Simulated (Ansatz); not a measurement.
System: CH$_{3}$Ga···H$_{2}$.

```yaml
atoms:
  - { symbol: Ga, position_ang: [0.0408, -0.1167, 0.9263] }
  - { symbol: H, position_ang: [1.7574, -0.4225, -0.6605] }
  - { symbol: C, position_ang: [-1.1047, 0.6057, -0.2511] }
  - { symbol: H, position_ang: [1.3288, -1.0434, -0.8121] }
  - { symbol: H, position_ang: [0.8283, -0.8579, 2.0196] }
  - { symbol: H, position_ang: [-0.8252, 0.7383, -1.2995] }
  - { symbol: H, position_ang: [-2.0254, 1.0965, 0.0775] }
```

The calculation used Ansatz 0.2.0, RKS B3LYP-D4/def2-SVP.

Q: Predict the electron density and electron localisation function between the atoms.

A: Ga1···H2 (2.36 Å): the density falls to about 0.13 e/Å³ on the way; the ELF dips to about 0.05 between them.
C–Ga (1.79 Å): ρ is about 1 e/Å³ halfway; the ELF peaks at about 0.85 in the valence shell of C, 0.7 Å from its nucleus, and is about 0.45 at the midpoint.
C–H (1.09 Å): the density is about 1.9 e/Å³ at the midpoint; the ELF climbs to about 1 towards the hydrogen, as it does in any bond to H (a covalent bond by its length).
Ga–H (1.54 Å): the density is about 1.1 e/Å³ at the midpoint; the ELF climbs to about 1 towards the hydrogen.

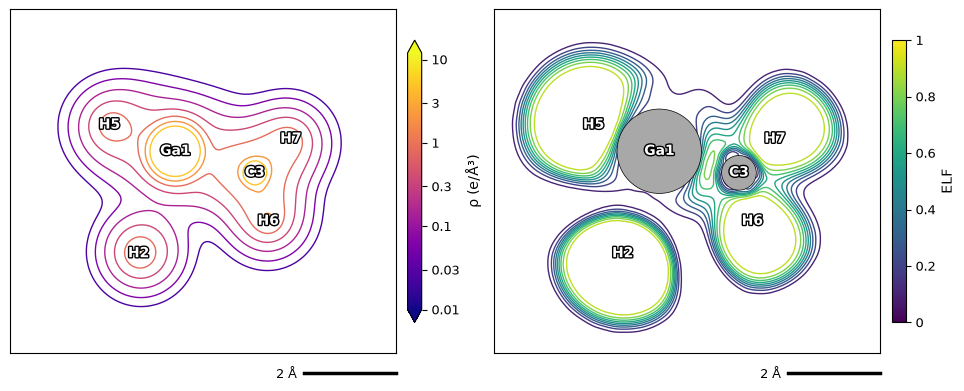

Computed electron density and electron localisation function on the plane of atoms Ga1, C3 and H6, in this order. Grey discs cover the atomic cores in the ELF map. 
